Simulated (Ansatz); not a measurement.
## Lattice dynamics of HfO2 (Fm-3m)

Wanted: vibrations and spectra of HfO2 (Fm-3m); the cell is already relaxed. After the zone centre comes a 4×4×4 q mesh on a 8×8×8 k mesh.

Main program and level: Ansatz 0.2.0; DFT LDA, scalar-relativistic, plane waves, PAW; PAW set soft_1.

## 1. Set-up

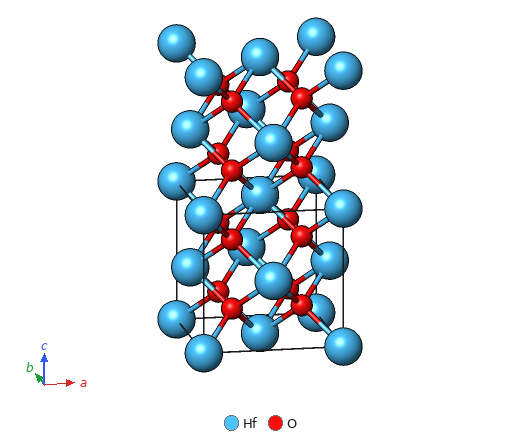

The starting structure, seen slightly off an axis (hafnium blue, oxygen red). 1×1×2 cells are drawn. This picture shows the conventional cell, with its axes. Some periodic images of atoms are drawn too.

## 2. Modes at Γ

The cell comes from relaxations at this level that are not shown. The zone centre comes first: it holds the modes that light can see, as far as symmetry allows. The response to a homogeneous field gives the Born charges and the dielectric tensor.

The input, input.yaml:

```yaml
crystal:
  lattice:
    - [0.0, 2.5008662479, 2.5008662479]
    - [2.5008662479, 0.0, 2.5008662479]
    - [2.5008662479, 2.5008662479, 0.0]
  atoms:
    - { symbol: Hf, position: [0.0, 0.0, 0.0] }
    - { symbol: O, position: [0.25, 0.25, 0.25] }
    - { symbol: O, position: [0.75, 0.75, 0.75] }
kpoints:
  mp_grid: { grid: [8, 8, 8] }
hamiltonian:
  xc: lda
  pseudopotentials: { kind: paw, azcp: { folder: soft_1 }, xc_functional: pbe }
scf:
  occupations: { method: fixed }
output:
  eigenvalues: true
phonons:
  method: dfpt
  dielectric: true
  rigid_motions: translations
```

On the command line:

```console
$ ansatz run input.yaml --threads 4 --pin off --max-ram 10240MiB --backend cpu --events-out ev --progress --plain --runs-dir out
```

Numbers of over 12 decimals in the logs are rounded to 6 here.

Log:

```text
Engine: ansatz 0.2.0, aarch64-unknown-linux-gnu
Pseudopotentials: kind: paw
Pseudopotential: Hf, paw, valence charge 26, recommended cutoff 420 eV (normal), soft_1/Hf.paw.azcp
Pseudopotential: O, paw, valence charge 6, recommended cutoff 420 eV (normal), soft_1/O.paw.azcp
Functional definition: SPW92
  exchange = slater_x
  correlation = pw_c
Crystal: 3 atoms, lattice volume = 31.282 Å³
Basis set: ecut = 420 eV, 609 PW (Γ), exchange–correlation on 48×48×48 points (8 copies of the dense FFT grid, shifted against one another)
Bands: 23, of which v1, the nominal top of the filled ones, is band 19 counted from 1 (18 counted from 0)
Symmetry: 48 space group operations
k-points: 95 of 512 (irreducible under 4 space group operations, time reversal used)
Non-local potential: Hf, projectors of the file, l = 0: 3, l = 1: 2, l = 2: 2, l = 3: 3
Non-local potential: O, projectors of the file, l = 0: 2, l = 1: 2, l = 2: 1
PAW form: soft (Blöchl's): semilocal exchange-correlation on the pseudo side does not see the compensation charge
PAW frozen core: Hf, regenerated for the run's functional, and the local potential with it (the file was generated under x = pbe(κ = 0.804, μ = 0.219515), c = pbe(β = 0.066725))
PAW frozen core: O, regenerated for the run's functional, and the local potential with it (the file was generated under x = pbe(κ = 0.804, μ = 0.219515), c = pbe(β = 0.066725))
PAW one-centre angular grid: Hf, 590 points (default); XC on 64 Gauss nodes
PAW one-centre angular grid: O, 110 points (default); XC on 64 Gauss nodes
Initial density: superposition of atomic densities (chi_scale 0.1, normalization cell, long waves kept (reshape's long-wave potential 0.00 eV rms))
Initial wavefunctions: pseudopotential atomic-orbital guess
Functional: x = slater, c = lda
SCF iter   1: F=—  HF=-16594.311843 eV  |F-HF|=—  |Δ(HF+E_count)|=         —  Δρ=9.06e-2  dr2=1.96e0  ethr=3.10e-3  ⟨swp⟩=4.0  Hψ=7199  notcnv=0  defer=184
preconditioner: auto → none  [insulator: Δε(μ)=3.094 eV  Ē_g=19.419 eV  n_scr=14 (ndim 8)  ℏωp=39.8 eV  f_vac=0.000  ε∞_Penn≈5.2]
SCF iter   2: F=—  HF=-16593.723459 eV  |F-HF|=—  |Δ(HF+E_count)|=   5.88e-1  Δρ=3.64e-2  dr2=3.52e-1  ethr=3.10e-3  ⟨swp⟩=2.3  Hψ=5138  notcnv=0  defer=172
SCF iter   3: F=—  HF=-16593.640294 eV  |F-HF|=—  |Δ(HF+E_count)|=   8.32e-2  Δρ=2.58e-2  dr2=1.14e-1  ethr=9.26e-4  ⟨swp⟩=2.0  Hψ=3797  notcnv=0  defer=190
SCF iter   4: F=—  HF=-16593.617543 eV  |F-HF|=—  |Δ(HF+E_count)|=   2.28e-2  Δρ=5.52e-3  dr2=4.63e-3  ethr=2.99e-4  ⟨swp⟩=2.8  Hψ=4411  notcnv=0  defer=190
SCF iter   5: F=—  HF=-16593.619751 eV  |F-HF|=—  |Δ(HF+E_count)|=   2.21e-3  Δρ=2.61e-3  dr2=7.07e-4  ethr=1.22e-5  ⟨swp⟩=2.0  Hψ=4396  notcnv=0  defer=190
SCF iter   6: F=—  HF=-16593.620056 eV  |F-HF|=—  |Δ(HF+E_count)|=   3.06e-4  Δρ=2.34e-4  dr2=5.35e-6  ethr=1.86e-6  ⟨swp⟩=2.0  Hψ=3610  notcnv=0  defer=190
SCF iter   7: F=—  HF=-16593.620058 eV  |F-HF|=—  |Δ(HF+E_count)|=   1.39e-6  Δρ=1.36e-5  dr2=3.58e-8  ethr=1.41e-8  ⟨swp⟩=2.0  Hψ=3787  notcnv=0
SCF iter   8: F=—  HF=-16593.620059 eV  |F-HF|=—  |Δ(HF+E_count)|=   1.53e-6  Δρ=2.15e-6  dr2=6.85e-10  ethr=9.43e-11  ⟨swp⟩=2.4  Hψ=3997  notcnv=0
SCF iter   9: F=-16593.620059 eV  HF=-16593.620059 eV  |F-HF|=5.09e-11  |Δ(HF+E_count)|=  9.46e-11  Δρ=2.56e-7  dr2=2.16e-11  ethr=1.00e-12  ⟨swp⟩=8.4  Hψ=15093  notcnv=0
SCF 1 converged in 9 iterations: F = -16593.620059 eV  dr2 = 2.16e-11
  greatest PAW one-centre occupation: 0.999 electrons in one spin orbital (limit 2), on the Hf atom at site 0 (counted from 0), in its partial waves of l = 3
DFPT response loops at Γ: preconditioner auto → none (the input reference at scf.mixing.eps_inf says where Resta's filter doesn't serve); β = 0.50; Broyden in place of MSR1
SCF converged after 9 iterations
Free energy (F): -16593.620059 eV
Harris-Foulkes:  -16593.620059 eV  (|F-HF|=5.09e-11)
Internal energy: -16593.620059 eV  (E = F + TS)
E sigma→0 (E₀):  -16593.620059 eV
Fermi energy:    15.224507 eV
--- Per-component energies (eV) ---
  E_band       = 24.778906
  E_kinetic    = 743.874950
  E_local      = -6872.082993  (includes V_loc(G=0)·N_el)
  E_nonlocal   = 187.373181
  E_hartree    = 3281.522210
  E_xc         = -405.870004
  E_vxc        = -436.995472  (∫ρ·V_xc dr)
  E_paw        = -7761.213580  (= ΣΔE_a)
  E_vpaw       = -160.437253  (= ΣTr[D̂ρ^β])
  E_aug_tail   = 0.001613  (compensation charges beyond the density's cutoff)
  E_ewald      = -5769.876366
  E_core_change = 2.650931  (= ΣΔE_core)
  E_smearing   = -0.000000  (= −TS)
  E_closure    = 0.000000  (closes the sum)
  Σ components = -16593.620059   (vs F -16593.620059, Δ=0.00e0)
--- Band table (eV; the first three rows and the last of 95) ---
  k-point 0: bands = [... 15 lower, 9.4991, 14.5762, 14.5762, 14.5762, 18.9887, 18.9887, 21.1487, 26.0868]
  k-point 1: bands = [... 15 lower, 9.9831, 14.1086, 14.2603, 14.2603, 19.3145, 19.3145, 21.7498, 25.3066]
  k-point 2: bands = [... 15 lower, 11.0678, 13.1688, 13.7064, 13.7064, 19.7912, 19.7912, 22.3357, 24.7326]
  k-point 94: bands = [... 15 lower, 12.5106, 12.5106, 13.6795, 14.9995, 20.0084, 20.3685, 22.5864, 22.5864]
--- Phonons (Γ-DFPT): 2 representative perturbations + reference, on 95 of 512 k-points (Σ response iterations 9) ---
  k mesh reduced under 4 symmetry operations, with k and −k counted as one. Each operation leaves every solved perturbation unchanged. A smaller set is not considered because the run solves the response to a homogeneous field
  ASR residual: 1.140e-4 → 0.000e0 eV/Å²; symmetrization residual: 5.370e-7 eV/Å²
  ASR residual per site (eV/Å²): 1.14e-4 2.93e-5 2.93e-5
  Γ frequencies (cm⁻¹): 0.00 0.00 0.00 248.35 248.35 248.35 596.47 596.47 596.47
  ε∞ (high-frequency dielectric tensor):
        5.395184    -0.000000    -0.000000
        0.000000     5.395184     0.000000
        0.000000    -0.000000     5.395184
  ε⁰ (static dielectric tensor: ions relaxed, cell fixed):
       34.759918    -0.000000    -0.000000
       -0.000000    34.759918    -0.000000
       -0.000000    -0.000000    34.759918
  ε⁰ − ε∞ (ionic part):
       29.364734    -0.000000    -0.000000
       -0.000000    29.364734    -0.000000
       -0.000000    -0.000000    29.364734
  softest optical mode at Γ: 248.35 cm⁻¹; the repairs (sum rule, projections) moved no ω² at Γ by more than (0.76 cm⁻¹)²
  Born effective charges Z* (e; rows j = field, columns β = displacement):
    site 0:
         5.58953   -0.00000    0.00000
         0.00000    5.58953    0.00000
         0.00000   -0.00000    5.58953
    site 1:
        -2.79476    0.00000   -0.00000
         0.00000   -2.79476   -0.00000
         0.00000    0.00000   -2.79476
    site 2:
        -2.79476    0.00000   -0.00000
         0.00000   -2.79476   -0.00000
         0.00000    0.00000   -2.79476
  Z* charge neutrality: 2.389e-5 e pre-enforcement
  k-mesh period / interband length: 28.3 Å / 1.35 Å = 20.98 at k = (0.0000, 0.0000, 0.0000), direct gap 4.413 eV — 14 or more, which is no proof of convergence
  optical modes at Γ without the LO–TO term, one row a degenerate level:
      ω (cm⁻¹)  modes    IR ((D/Å)²/amu)
        248.35      3            79.6941
        596.47      3             0.0000
  optical modes at Γ + LO–TO along q̂ = [1.0000, 0.0000, 0.0000]:
      ω (cm⁻¹)  modes    IR ((D/Å)²/amu)
        248.35      2            53.1294
        596.47      3             0.0000
        630.38      1            26.5647
  optical modes at Γ + LO–TO along q̂ = [0.0000, 1.0000, 0.0000]:
      ω (cm⁻¹)  modes    IR ((D/Å)²/amu)
        248.35      2            53.1294
        596.47      3             0.0000
        630.38      1            26.5647
  optical modes at Γ + LO–TO along q̂ = [0.0000, 0.0000, 1.0000]:
      ω (cm⁻¹)  modes    IR ((D/Å)²/amu)
        248.35      2            53.1294
        596.47      3             0.0000
        630.38      1            26.5647
```

It took 8.9 s on 4 threads of Arm Neoverse V2, shared host; peak memory 0.55 GiB.

In the SCF lines HF is the Harris–Foulkes energy and dr2 the Hartree energy of the density residual, in eV; the loop may stop once dr2 is under the threshold and the program's other checks hold. Hψ counts applications of the Hamiltonian.

Numbers from this step:

| Item | Value |
| --- | --- |
| gap on the k-mesh | 3.661 eV |
| volume per atom | 10.43 Å³ |
| sum-rule residual before enforcement | 1.14e-4 eV/Å² |
| miss of the charge sum rule | 2.39e-5 e |
| point group | m-3m |
| highest optical mode at the zone centre (no LO-TO term) | 596.5 cm⁻¹ |
| lowest optical zone-centre mode | 248.3 cm⁻¹ |
| mean high-frequency dielectric constant | 5.395 |
| largest Born charge (third of the trace) | 5.590 e |
| mean static dielectric constant | 34.76 |
| top of the zone-centre spectrum with the field | 630.4 cm⁻¹ |

Without the LO-TO term. Patterns of degenerate modes are one choice out of their space. Modes at Γ, with each element's share of the kinetic energy:

```csv
mode,frequency (cm⁻¹),symmetry,Hf %,O %
1,0.0,acoustic,85,15
2,0.0,acoustic,85,15
3,0.0,acoustic,85,15
4,248.3,T1u,15,85
5,248.3,T1u,15,85
6,248.3,T1u,15,85
7,596.5,T2g,0,100
8,596.5,T2g,0,100
9,596.5,T2g,0,100
```

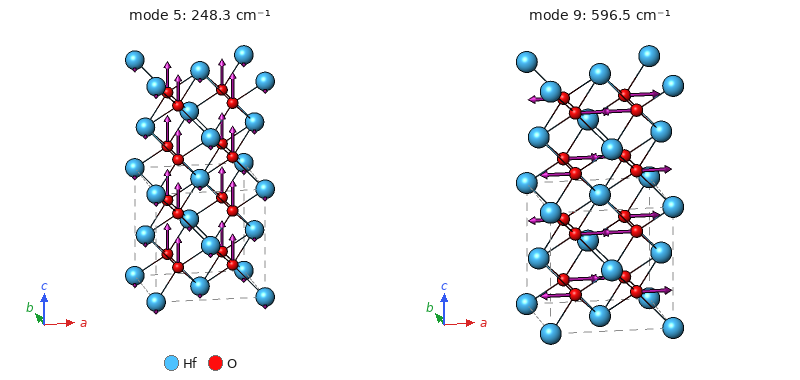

Displacement patterns of modes 5 and 9 at Γ; arrows are exaggerated. 1×1×2 conventional cells are drawn. Some periodic images of atoms are drawn too.

Optical modes at the zone centre, without and with the macroscopic field of the longitudinal modes; each column is sorted by frequency, so a row need not hold one and the same mode. Modes with and without the field, by row:

```csv
rank among optical modes,no field (cm⁻¹),"q along (1, 0, 0) (cm⁻¹)"
1,248.3,248.3
2,248.3,248.3
3,248.3,596.5
4,596.5,596.5
5,596.5,596.5
6,596.5,630.4
```

Born charge (rows field, columns displacement) (e), principal values of the symmetric part by kind of site:

```csv
atom,atoms with these values,low,middle,high,mean
Hf1,1,5.59,5.59,5.59,5.59
O2,2,-2.79,-2.79,-2.79,-2.79
```

In full for Hf1:

```
5.59 0.00 0.00
0.00 5.59 0.00
0.00 0.00 5.59
```

High-frequency dielectric tensor:

```
5.40 0.00 0.00
0.00 5.40 0.00
0.00 0.00 5.40
```

Static dielectric tensor (ions relaxed, fixed cell):

```
34.76  0.00  0.00
 0.00 34.76  0.00
 0.00  0.00 34.76
```

Transverse modes. Lines of the infrared spectrum (strongest = 100):

```csv
position (cm⁻¹),label,relative intensity
248,T1u,100
596,T2g,0.0
```

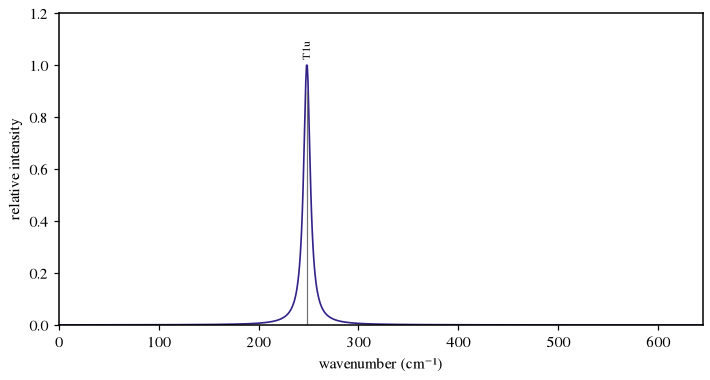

The infrared spectrum, broadened with Lorentzians of width 8 cm⁻¹; bars mark the lines.

Before it was imposed, the acoustic sum rule was missed by 1.1e-4 eV/Å² and the charge sum rule by 2.4e-5 e. Small misses are needed for a sound result but don't prove that mesh and cutoff are converged. The lowest optical mode is real, 248 cm⁻¹.

[end of part 1 of 2]

[Logs are printed without paths, hosts, clocks, repeated set-up lines and the standing remarks that a program may print on its own settings, such as how far it seeks lower states.]

[Hosts, paths, dates, database ids (printed as entryN), source tags and the programs' standing remarks are cut or masked in the printed files.]
